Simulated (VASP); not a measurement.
Band structure of Li3Cd (space group Fm-3m). Calculation: PBEsol GGA with spin-orbit coupling, VASP's PBE PAW potentials (set 64) (plane waves; VASP).

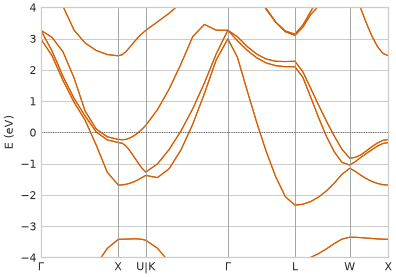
Figure: Bands along high-symmetry lines, zero at the valence-band maximum or, without a gap, the Fermi level

Problem. Read the plot: is there a gap, and where are the band edges?

Solution. It has no gap at this level: it comes out as a metal or semimetal.

The structure comes from a computed database's Li3Cd entry (Fm-3m); how it stands against other phases isn't given here. It was relaxed first.
